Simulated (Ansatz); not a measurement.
# BClH₄O₂Si: up Jacob's ladder to CCSD(T)

Aim: compute BClH₄O₂Si with functionals from several rungs and with coupled cluster. The yardstick is the atomisation energy at the CCSD(T) limit.

Method: functionals in def2-TZVPP, the program's frozen cores in correlated methods; program: Ansatz 0.2.0, Gaussian basis.

The runs, in order: LDA (SPW92), PBE-D4, revPBE-D4, BLYP-D4, r2SCAN-D4, B97M-V, PBE0-D4, B3LYP-D4, r2SCANh-D4, r2SCAN0-D4, HSE06-D4, BHLYP-D4, CAM-B3LYP-D4, LC-ωPBE, ωB97X-V, ωB97M-V, B2PLYP, PBE-QIDH; CCSD(T)/def2-SVP; CCSD(T)/def2-TZVPP; MP2/def2-QZVPP; extrapolation to the limit; RPA on PBE.

### 1 The geometry

The geometry comes from an earlier relaxation with PBE0-D4 in a triple-zeta def2 set; it is a stationary point, not always the lowest conformer.

SMILES `OB(Cl)O[SiH3]`, 9 atoms, charge 0, spin multiplicity 1.

Atoms are counted from 1 here; the program's logs count them from 0.

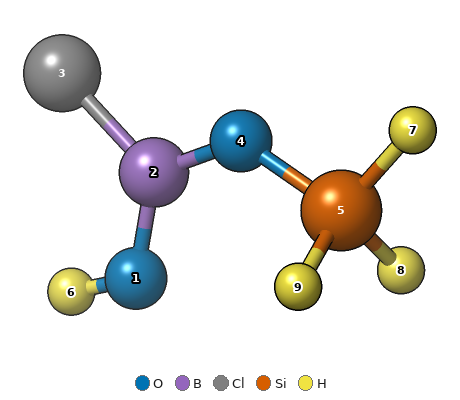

The geometry (oxygen blue, boron purple, chlorine grey, silicon orange, hydrogen yellow); atoms are numbered from 1 in the order of the file.

### 2 LDA

This LDA is Slater exchange with PW92 correlation.

in.yaml reads:

```yaml
crystal:
  periodic: [false, false, false]
  atoms:
    - {symbol: O, position_ang: [-1.488844, 0.491114, 0.723104]}
    - {symbol: B, position_ang: [-0.230047, 0.993200, 0.686034]}
    - {symbol: Cl, position_ang: [0.150735, 2.510624, 1.524862]}
    - {symbol: O, position_ang: [0.744522, 0.354718, 0.017872]}
    - {symbol: Si, position_ang: [0.741010, -1.054418, -0.858048]}
    - {symbol: H, position_ang: [-2.103899, 1.027573, 1.228082]}
    - {symbol: H, position_ang: [2.126179, -1.242952, -1.344074]}
    - {symbol: H, position_ang: [-0.193316, -0.936441, -2.003719]}
    - {symbol: H, position_ang: [0.342160, -2.189717, 0.008788]}
basis:
  gaussian: {orbitals: def2-TZVPP}
hamiltonian: {xc: lda}
output: {orbitals: {seedname: orbitals}}
```

Command:

```sh
ansatz run in.yaml --threads 4 --pin off --events-out ev --progress --plain --max-ram 10444MiB
```

The log of the run:

```text
Functional definition: SPW92
  name "SPW92"
  cite "Dirac, Proc. Camb. Phil. Soc. 26, 376 (1930) doi:10.1017/S0305004100016108"
  cite "Slater, Phys. Rev. 81, 385 (1951) doi:10.1103/PhysRev.81.385"
  cite "Perdew & Wang, Phys. Rev. B 45, 13244 (1992) doi:10.1103/PhysRevB.45.13244"
  exchange = slater_x
  correlation = pw_c
1289 factors; their error is unknown
mean field evaluation 1: about -25123.5371 eV, gradient 8.1e1 eV
mean field evaluation 2: about -25076.1625 eV, gradient 1.7e2 eV
mean field evaluation 4: about -25134.0386 eV, gradient 1.1e1 eV
mean field evaluation 8: about -25134.2517 eV, gradient 1.9e-1 eV
mean field evaluation 16: about -25134.2252 eV, gradient 1.9e-4 eV
mean field -25134.22516553 eV, -923.6657382436 hartree, gradient 2.7e-5 eV, S^2 0.000000; 0 other end points of the search recorded, 0 dependent functions left out
reference -25134.22520730 eV, -923.6657397785 hartree; 28, 28 occupied and 205, 205 virtual orbitals, 1289 factors
Total energy: -25134.22520730 eV, -923.6657397785 hartree
```

It took 1 s on 4 threads of Intel Xeon Platinum 8375C at 2.90GHz, shared host; peak memory 0.31 GiB.

Atomisation energy: 3957.9 kJ/mol (free atoms -25093.204 eV, run apart). HOMO -7.75 eV, LUMO -1.09 eV.

### 3 PBE-D4 (GGA)

Edit in.yaml of step 2 so:

```diff
@@ -14,3 +14,3 @@
   gaussian: {orbitals: def2-TZVPP}
-hamiltonian: {xc: lda}
-output: {orbitals: {seedname: orbitals}}
+hamiltonian: {xc: pbe, dispersion: d4}
+output: {forces: true, orbitals: {seedname: orbitals}}
```

Launched as before.

The log of the run (excerpt; [...] marks lines left out):

```text
Functional definition: PBE
  name "PBE"
  cite "Perdew, Burke & Ernzerhof, Phys. Rev. Lett. 77, 3865 (1996) doi:10.1103/PhysRevLett.77.3865"
  parent pbe
[...]
1289 factors; their error is unknown
[...]
mean field -25228.71533764 eV, -927.1381880208 hartree, gradient 3.6e-5 eV, S^2 0.000000; 0 other end points of the search recorded, 0 dependent functions left out
[...]
reference -25228.71538237 eV, -927.1381896647 hartree; 28, 28 occupied and 205, 205 virtual orbitals, 1289 factors
Total energy: -25228.91307896 eV, -927.1454548804 hartree
Atom 0 at    -1.488844     0.491114     0.723104 Å, force    -0.253622    -0.478921    -0.228085 eV/Å
Atom 1 at    -0.230047     0.993200     0.686034 Å, force     0.037731     0.279040     0.162995 eV/Å
Atom 2 at     0.150735     2.510624     1.524862 Å, force     0.069040     0.238993     0.129682 eV/Å
Atom 3 at     0.744522     0.354718     0.017872 Å, force     0.424826     0.123373    -0.040767 eV/Å
Atom 4 at     0.741010    -1.054418    -0.858048 Å, force    -0.000767    -0.258426    -0.160595 eV/Å
Atom 5 at    -2.103899     1.027573     1.228082 Å, force    -0.282524     0.255279     0.237422 eV/Å
Atom 6 at     2.126179    -1.242952    -1.344074 Å, force     0.149953    -0.024007    -0.055173 eV/Å
Atom 7 at    -0.193316    -0.936441    -2.003719 Å, force    -0.101919     0.001416    -0.133434 eV/Å
Atom 8 at     0.342160    -2.189717     0.008788 Å, force    -0.042719    -0.136747     0.087954 eV/Å
Dipole moment:    -0.238911    -0.132878    -0.016174 e Å
```

Wall time 1.7 s (4 threads of Intel Xeon Platinum 8375C at 2.90GHz, shared host); peak memory 0.31 GiB.

With the free atoms at this level, -25192.552 eV in sum, the atomisation energy is 3508.3 kJ/mol. HOMO -7.61 eV, LUMO -0.84 eV.

### 4 revPBE-D4 (GGA)

Edit in.yaml of step 3 so:

```diff
@@ -14,3 +14,3 @@
   gaussian: {orbitals: def2-TZVPP}
-hamiltonian: {xc: pbe, dispersion: d4}
-output: {forces: true, orbitals: {seedname: orbitals}}
+hamiltonian: {xc: {name: revPBE}, dispersion: d4}
+output: {orbitals: {seedname: orbitals}}
```

Same command.

The log of the run:

```text
Functional definition: revPBE
  name "revPBE"
  cite "Zhang & Yang, Phys. Rev. Lett. 80, 890 (1998) doi:10.1103/PhysRevLett.80.890"
  cite "Perdew, Burke & Ernzerhof, Phys. Rev. Lett. 77, 3865 (1996) doi:10.1103/PhysRevLett.77.3865"
  parameter kappa = 1.245
  parameter beta = 0.06672455060314922
  exchange = pbe_x(kappa = kappa, mu = beta*pi^2/3)
  correlation = pbe_c(beta = beta)
1289 factors; their error is unknown
mean field evaluation 1: about -25227.5526 eV, gradient 8.0e1 eV
mean field evaluation 2: about -25184.6030 eV, gradient 1.7e2 eV
mean field evaluation 4: about -25237.6613 eV, gradient 1.0e1 eV
mean field evaluation 8: about -25237.8374 eV, gradient 1.9e-1 eV
mean field evaluation 16: about -25237.8104 eV, gradient 2.0e-4 eV
mean field -25237.81044813 eV, -927.4724271664 hartree, gradient 3.9e-5 eV, S^2 0.000000; 0 other end points of the search recorded, 0 dependent functions left out
reference -25237.81050394 eV, -927.4724292174 hartree; 28, 28 occupied and 205, 205 virtual orbitals, 1289 factors
Total energy: -25238.40858461 eV, -927.4944082767 hartree
```

Run time: 1.4 s. Hardware: 4 threads of Intel Xeon Platinum 8375C at 2.90GHz, shared host; peak memory 0.31 GiB.

With the free atoms at this level, -25203.004 eV in sum, the atomisation energy is 3416.0 kJ/mol. HOMO -7.55 eV, LUMO -0.72 eV.

### 5 BLYP-D4 (GGA)

Edit in.yaml of step 4 so:

```diff
@@ -14,3 +14,3 @@
   gaussian: {orbitals: def2-TZVPP}
-hamiltonian: {xc: {name: revPBE}, dispersion: d4}
+hamiltonian: {xc: {name: BLYP}, dispersion: d4}
 output: {orbitals: {seedname: orbitals}}
```

The command is unchanged.

The log of the run:

```text
Functional definition: BLYP
  name "BLYP"
  cite "Becke, Phys. Rev. A 38, 3098 (1988) doi:10.1103/PhysRevA.38.3098"
  cite "Lee, Yang & Parr, Phys. Rev. B 37, 785 (1988) doi:10.1103/PhysRevB.37.785"
  parameter beta = 0.0042
  parameter a = 0.04918
  parameter b = 0.132
  parameter c = 0.2533
  parameter d = 0.349
  exchange = b88_x(beta = beta)
  correlation = lyp_c(a = a, b = b, c = c, d = d)
1289 factors; their error is unknown
mean field evaluation 1: about -25230.4745 eV, gradient 8.6e1 eV
mean field evaluation 2: about -25176.3270 eV, gradient 1.8e2 eV
mean field evaluation 4: about -25242.1160 eV, gradient 1.2e1 eV
mean field evaluation 8: about -25242.3771 eV, gradient 2.9e-1 eV
mean field evaluation 16: about -25242.3501 eV, gradient 5.8e-5 eV
mean field -25242.35007605 eV, -927.6392554156 hartree, gradient 7.2e-5 eV, S^2 0.000000; 0 other end points of the search recorded, 0 dependent functions left out
reference -25242.35045377 eV, -927.6392692962 hartree; 28, 28 occupied and 205, 205 virtual orbitals, 1289 factors
Total energy: -25242.78701297 eV, -927.6553125510 hartree
```

Run time: 1.4 s. Hardware: 4 threads of Intel Xeon Platinum 8375C at 2.90GHz, shared host; peak memory 0.31 GiB.

With the free atoms at this level, -25206.989 eV in sum, the atomisation energy is 3454.0 kJ/mol. HOMO -7.45 eV, LUMO -0.74 eV.

### 6 r2SCAN-D4 (meta-GGA)

Edit in.yaml of step 5 so:

```diff
@@ -14,3 +14,3 @@
   gaussian: {orbitals: def2-TZVPP}
-hamiltonian: {xc: {name: BLYP}, dispersion: d4}
-output: {orbitals: {seedname: orbitals}}
+hamiltonian: {xc: r2scan, dispersion: d4}
+output: {forces: true, orbitals: {seedname: orbitals}}
```

The command is unchanged.

The log of the run (excerpt; [...] marks lines left out):

```text
Functional definition: r2SCAN
  name "r2SCAN"
  cite "Furness, Kaplan, Ning, Perdew & Sun, J. Phys. Chem. Lett. 11, 8208 (2020) doi:10.1021/acs.jpclett.0c02405"
  cite "Furness, Kaplan, Ning, Perdew & Sun, J. Phys. Chem. Lett. 11, 9248 (2020) doi:10.1021/acs.jpclett.0c03077"
  parent r2scan
[...]
1289 factors; their error is unknown
[...]
mean field -25239.65270423 eV, -927.5401288295 hartree, gradient 2.4e-5 eV, S^2 0.000000; 0 other end points of the search recorded, 0 dependent functions left out
[...]
reference -25239.65271736 eV, -927.5401293119 hartree; 28, 28 occupied and 205, 205 virtual orbitals, 1289 factors
Total energy: -25239.70113254 eV, -927.5419085370 hartree
Atom 0 at    -1.488844     0.491114     0.723104 Å, force    -0.149702    -0.101340    -0.021809 eV/Å
Atom 1 at    -0.230047     0.993200     0.686034 Å, force     0.020003     0.078818     0.043287 eV/Å
Atom 2 at     0.150735     2.510624     1.524862 Å, force     0.025008     0.097274     0.053691 eV/Å
Atom 3 at     0.744522     0.354718     0.017872 Å, force     0.124203    -0.060919    -0.071797 eV/Å
Atom 4 at     0.741010    -1.054418    -0.858048 Å, force     0.007240    -0.030775    -0.021154 eV/Å
Atom 5 at    -2.103899     1.027573     1.228082 Å, force    -0.014439     0.014752     0.013076 eV/Å
Atom 6 at     2.126179    -1.242952    -1.344074 Å, force    -0.039131    -0.005427     0.006714 eV/Å
Atom 7 at    -0.193316    -0.936441    -2.003719 Å, force     0.019348    -0.010461     0.021992 eV/Å
Atom 8 at     0.342160    -2.189717     0.008788 Å, force     0.007469     0.018077    -0.024000 eV/Å
Dipole moment:    -0.244215    -0.134530    -0.015724 e Å
```

Run time: 2.8 s. Hardware: 4 threads of Intel Xeon Platinum 8375C at 2.90GHz, shared host; peak memory 0.34 GiB.

Atomisation energy: 3492.0 kJ/mol (free atoms -25203.509 eV, run apart). HOMO -7.99 eV, LUMO -0.37 eV.

### 7 B97M-V (meta-GGA)

Edit in.yaml of step 6 so:

```diff
@@ -14,3 +14,3 @@
   gaussian: {orbitals: def2-TZVPP}
-hamiltonian: {xc: r2scan, dispersion: d4}
-output: {forces: true, orbitals: {seedname: orbitals}}
+hamiltonian: {xc: {name: B97M-V}}
+output: {orbitals: {seedname: orbitals}}
```

Same command.

The log of the run (excerpt; [...] marks lines left out):

```text
Functional definition: B97M-V
  name "B97M-V"
  cite "Mardirossian & Head-Gordon, J. Chem. Phys. 142, 074111 (2015) doi:10.1063/1.4907719"
  cite "Becke, J. Chem. Phys. 107, 8554 (1997) doi:10.1063/1.475007"
  cite "Vydrov & Van Voorhis, J. Chem. Phys. 133, 244103 (2010) doi:10.1063/1.3521275"
  # Of w^i u^j: cxij and so on, Table III.
[...]
  gx(w, u) = cx00 + cx01*u + cx02*u^2 + (cx10 + cx11*u)*w
  gss(w, u) = css00 + css02*u^2 + css10*w + (css32*w^3 + css42*w^4)*u^2
  gos(w, u) = cos00 + cos01*u + cos03*u^3 + cos10*w + cos32*w^3*u^2
[...]
      + integral(e_c_pw_mod_opposite_spin*gos(b97_w_opposite, b97_u_opposite)) + vv10(b, c)
1289 factors; their error is unknown
[...]
mean field -25237.47241638 eV, -927.4600047289 hartree, gradient 2.1e-5 eV, S^2 0.000000; 0 other end points of the search recorded, 0 dependent functions left out
reference -25237.47248237 eV, -927.4600071539 hartree; 28, 28 occupied and 205, 205 virtual orbitals, 1289 factors
Total energy: -25237.47248237 eV, -927.4600071539 hartree
```

Wall time 4.5 s (4 threads of Intel Xeon Platinum 8375C at 2.90GHz, shared host); peak memory 0.39 GiB.

With the free atoms at this level, -25201.281 eV in sum, the atomisation energy is 3491.9 kJ/mol. HOMO -8.12 eV, LUMO -0.68 eV.

### 8 PBE0-D4 (hybrid)

Edit in.yaml of step 7 so:

```diff
@@ -14,3 +14,3 @@
   gaussian: {orbitals: def2-TZVPP}
-hamiltonian: {xc: {name: B97M-V}}
+hamiltonian: {xc: pbe0, dispersion: d4}
 output: {orbitals: {seedname: orbitals}}
```

The command is unchanged.

The log of the run:

```text
Functional definition: PBE0
  name "PBE0"
  cite "Adamo & Barone, J. Chem. Phys. 110, 6158 (1999) doi:10.1063/1.478522"
  cite "Perdew, Burke & Ernzerhof, Phys. Rev. Lett. 77, 3865 (1996) doi:10.1103/PhysRevLett.77.3865"
  parent pbe
  parameter a = 0.25
  parameter kappa = 0.804
  parameter beta = 0.06672455060314922
  exchange = (1 - a)*pbe_x(kappa = kappa, mu = beta*pi^2/3) + a*exact_x
  correlation = pbe_c(beta = beta)
1323 factors; their error is unknown
mean field evaluation 1: about -25223.7644 eV, gradient 6.7e1 eV
mean field evaluation 2: about -25212.9827 eV, gradient 1.0e2 eV
mean field evaluation 4: about -25230.6823 eV, gradient 3.8e0 eV
mean field evaluation 8: about -25230.7052 eV, gradient 3.1e-2 eV
mean field -25230.76534293 eV, -927.2135243258 hartree, gradient 8.4e-5 eV, S^2 0.000000; 0 other end points of the search recorded, 0 dependent functions left out
reference -25230.76537631 eV, -927.2135255525 hartree; 28, 28 occupied and 205, 205 virtual orbitals, 1323 factors
Total energy: -25230.93292094 eV, -927.2196827038 hartree
```

It took 1.9 s on 4 threads of Intel Xeon Platinum 8375C at 2.90GHz, shared host; peak memory 0.58 GiB.

With the free atoms at this level, -25195.200 eV in sum, the atomisation energy is 3447.7 kJ/mol. HOMO -9.10 eV, LUMO 0.02 eV.

### 9 B3LYP-D4 (hybrid)

B3LYP here takes the VWN-RPA correlation.

Edit in.yaml of step 8 so:

```diff
@@ -14,3 +14,3 @@
   gaussian: {orbitals: def2-TZVPP}
-hamiltonian: {xc: pbe0, dispersion: d4}
-output: {orbitals: {seedname: orbitals}}
+hamiltonian: {xc: {name: B3LYP}, dispersion: d4}
+output: {forces: true, orbitals: {seedname: orbitals}}
```

Launched as before.

The log of the run (excerpt; [...] marks lines left out):

```text
Functional definition: B3LYP
  name "B3LYP"
  cite "Stephens, Devlin, Chabalowski & Frisch, J. Phys. Chem. 98, 11623 (1994) doi:10.1021/j100096a001"
  cite "Becke, Phys. Rev. A 38, 3098 (1988) doi:10.1103/PhysRevA.38.3098"
  cite "Lee, Yang & Parr, Phys. Rev. B 37, 785 (1988) doi:10.1103/PhysRevB.37.785"
  cite "Vosko, Wilk & Nusair, Can. J. Phys. 58, 1200 (1980) doi:10.1139/p80-159"
[...]
1311 factors; their error is unknown
[...]
mean field -25244.81357570 eV, -927.7297873579 hartree, gradient 6.4e-5 eV, S^2 0.000000; 0 other end points of the search recorded, 0 dependent functions left out
[...]
reference -25244.81385715 eV, -927.7297977007 hartree; 28, 28 occupied and 205, 205 virtual orbitals, 1311 factors
Total energy: -25245.13416759 eV, -927.7415688924 hartree
Atom 0 at    -1.488844     0.491114     0.723104 Å, force    -0.147728    -0.035907     0.018346 eV/Å
Atom 1 at    -0.230047     0.993200     0.686034 Å, force     0.061929    -0.014378    -0.026407 eV/Å
Atom 2 at     0.150735     2.510624     1.524862 Å, force     0.048347     0.197861     0.109830 eV/Å
Atom 3 at     0.744522     0.354718     0.017872 Å, force     0.043235    -0.000045    -0.011386 eV/Å
Atom 4 at     0.741010    -1.054418    -0.858048 Å, force     0.049462    -0.190743    -0.132398 eV/Å
Atom 5 at    -2.103899     1.027573     1.228082 Å, force    -0.050129    -0.019453     0.001709 eV/Å
Atom 6 at     2.126179    -1.242952    -1.344074 Å, force    -0.091689     0.004660     0.026993 eV/Å
Atom 7 at    -0.193316    -0.936441    -2.003719 Å, force     0.060610    -0.012075     0.072662 eV/Å
Atom 8 at     0.342160    -2.189717     0.008788 Å, force     0.025962     0.070081    -0.059348 eV/Å
Dipole moment:    -0.240071    -0.134599    -0.016895 e Å
```

Wall time 3 s (4 threads of Intel Xeon Platinum 8375C at 2.90GHz, shared host); peak memory 0.65 GiB.

With the free atoms at this level, -25209.286 eV in sum, the atomisation energy is 3458.8 kJ/mol. HOMO -8.81 eV, LUMO -0.23 eV.

### 10 r2SCANh-D4 (hybrid)

Edit in.yaml of step 9 so:

```diff
@@ -14,3 +14,3 @@
   gaussian: {orbitals: def2-TZVPP}
-hamiltonian: {xc: {name: B3LYP}, dispersion: d4}
-output: {forces: true, orbitals: {seedname: orbitals}}
+hamiltonian: {xc: {name: r2SCANh}, dispersion: d4}
+output: {orbitals: {seedname: orbitals}}
```

Launched as before.

The log of the run (excerpt; [...] marks lines left out):

```text
Functional definition: r2SCANh
  name "r2SCANh"
  cite "Bursch, Neugebauer, Ehlert & Grimme, J. Chem. Phys. 156, 134105 (2022) doi:10.1063/5.0086040"
  cite "Furness, Kaplan, Ning, Perdew & Sun, J. Phys. Chem. Lett. 11, 8208 (2020) doi:10.1021/acs.jpclett.0c02405"
  cite "Furness, Kaplan, Ning, Perdew & Sun, J. Phys. Chem. Lett. 11, 9248 (2020) doi:10.1021/acs.jpclett.0c03077"
  parent r2scan
[...]
1289 factors; their error is unknown
[...]
mean field -25239.32419069 eV, -927.5280561795 hartree, gradient 3.6e-5 eV, S^2 0.000000; 0 other end points of the search recorded, 0 dependent functions left out
reference -25239.32420271 eV, -927.5280566213 hartree; 28, 28 occupied and 205, 205 virtual orbitals, 1289 factors
Total energy: -25239.37598945 eV, -927.5299597489 hartree
```

Run time: 3.1 s. Hardware: 4 threads of Intel Xeon Platinum 8375C at 2.90GHz, shared host; peak memory 0.6 GiB.

Atomisation energy: 3466.0 kJ/mol (free atoms -25203.453 eV, run apart). HOMO -8.53 eV, LUMO -0.09 eV.

### 11 r2SCAN0-D4 (hybrid)

Edit in.yaml of step 10 so:

```diff
@@ -14,3 +14,3 @@
   gaussian: {orbitals: def2-TZVPP}
-hamiltonian: {xc: {name: r2SCANh}, dispersion: d4}
+hamiltonian: {xc: {name: r2SCAN0}, dispersion: d4}
 output: {orbitals: {seedname: orbitals}}
```

Same command.

The log of the run (excerpt; [...] marks lines left out):

```text
Functional definition: r2SCAN0
  name "r2SCAN0"
  cite "Bursch, Neugebauer, Ehlert & Grimme, J. Chem. Phys. 156, 134105 (2022) doi:10.1063/5.0086040"
  cite "Furness, Kaplan, Ning, Perdew & Sun, J. Phys. Chem. Lett. 11, 8208 (2020) doi:10.1021/acs.jpclett.0c02405"
  cite "Furness, Kaplan, Ning, Perdew & Sun, J. Phys. Chem. Lett. 11, 9248 (2020) doi:10.1021/acs.jpclett.0c03077"
  parent r2scan
[...]
1323 factors; their error is unknown
[...]
mean field -25238.86220235 eV, -927.5110784210 hartree, gradient 2.4e-5 eV, S^2 0.000000; 0 other end points of the search recorded, 0 dependent functions left out
reference -25238.86221272 eV, -927.5110788024 hartree; 28, 28 occupied and 205, 205 virtual orbitals, 1323 factors
Total energy: -25238.91956112 eV, -927.5131863171 hartree
```

It took 3 s on 4 threads of Intel Xeon Platinum 8375C at 2.90GHz, shared host; peak memory 0.61 GiB.

Atomisation energy: 3428.7 kJ/mol (free atoms -25203.383 eV, run apart). HOMO -9.36 eV, LUMO 0.31 eV.

### 12 HSE06-D4 (hybrid)

HSE06 is the plane-wave form, built on full-range PBE exchange.

Edit in.yaml of step 11 so:

```diff
@@ -14,3 +14,3 @@
   gaussian: {orbitals: def2-TZVPP}
-hamiltonian: {xc: {name: r2SCAN0}, dispersion: d4}
+hamiltonian: {xc: hse06, dispersion: d4}
 output: {orbitals: {seedname: orbitals}}
```

The command is unchanged.

The log of the run (excerpt; [...] marks lines left out):

```text
Functional definition: HSE06
  name "HSE06"
  cite "Heyd, Scuseria & Ernzerhof, J. Chem. Phys. 118, 8207 (2003) doi:10.1063/1.1564060"
  cite "Krukau, Vydrov, Izmaylov & Scuseria, J. Chem. Phys. 125, 224106 (2006) doi:10.1063/1.2404663"
  cite "Heyd & Scuseria, J. Chem. Phys. 120, 7274 (2004) doi:10.1063/1.1668634"
  cite "Ernzerhof & Perdew, J. Chem. Phys. 109, 3313 (1998) doi:10.1063/1.476928"
  cite "Perdew, Burke & Ernzerhof, Phys. Rev. Lett. 77, 3865 (1996) doi:10.1103/PhysRevLett.77.3865"
  parent pbe
[...]
  # The whole range is PBE's own exchange, as in plane waves. The composition of these papers is wPBEh.
[...]
1323 factors; their error is unknown
101 factors; integrals over basis functions are off by at most 7.6e-7 eV
[...]
mean field -25230.14563683 eV, -927.1907505466 hartree, gradient 2.0e-5 eV, S^2 0.000000; 0 other end points of the search recorded, 0 dependent functions left out
reference -25230.14568130 eV, -927.1907521809 hartree; 28, 28 occupied and 205, 205 virtual orbitals, 1323 factors
Total energy: -25230.30204354 eV, -927.1964983871 hartree
```

Wall time 2.1 s (4 threads of Intel Xeon Platinum 8375C at 2.90GHz, shared host); peak memory 0.61 GiB.

Atomisation energy: 3450.4 kJ/mol (free atoms -25194.541 eV, run apart). HOMO -8.70 eV, LUMO -0.35 eV.

### 13 BHLYP-D4 (hybrid)

Edit in.yaml of step 12 so:

```diff
@@ -14,3 +14,3 @@
   gaussian: {orbitals: def2-TZVPP}
-hamiltonian: {xc: hse06, dispersion: d4}
+hamiltonian: {xc: {name: BHLYP}, dispersion: d4}
 output: {orbitals: {seedname: orbitals}}
```

Launched as before.

The log of the run:

```text
Functional definition: BHLYP
  name "BHLYP"
  cite "Becke, J. Chem. Phys. 98, 1372 (1993) doi:10.1063/1.464304"
  cite "Becke, Phys. Rev. A 38, 3098 (1988) doi:10.1103/PhysRevA.38.3098"
  cite "Lee, Yang & Parr, Phys. Rev. B 37, 785 (1988) doi:10.1103/PhysRevB.37.785"
  parameter a = 0.5
  exchange = (1 - a)*b88_x + a*exact_x
  correlation = lyp_c
1453 factors; their error is unknown
mean field evaluation 1: about -25235.7540 eV, gradient 6.0e1 eV
mean field evaluation 2: about -25233.6467 eV, gradient 7.0e1 eV
mean field evaluation 4: about -25241.3581 eV, gradient 1.9e0 eV
mean field evaluation 8: about -25241.5117 eV, gradient 3.6e-2 eV
mean field -25241.51166362 eV, -927.6084443268 hartree, gradient 3.7e-5 eV, S^2 0.000000; 0 other end points of the search recorded, 0 dependent functions left out
reference -25241.51185429 eV, -927.6084513338 hartree; 28, 28 occupied and 205, 205 virtual orbitals, 1453 factors
Total energy: -25241.75658224 eV, -927.6174449203 hartree
```

Run time: 1.9 s. Hardware: 4 threads of Intel Xeon Platinum 8375C at 2.90GHz, shared host; peak memory 0.6 GiB.

With the free atoms at this level, -25206.868 eV in sum, the atomisation energy is 3366.2 kJ/mol. HOMO -10.45 eV, LUMO 0.79 eV.

[end of part 1 of 2]
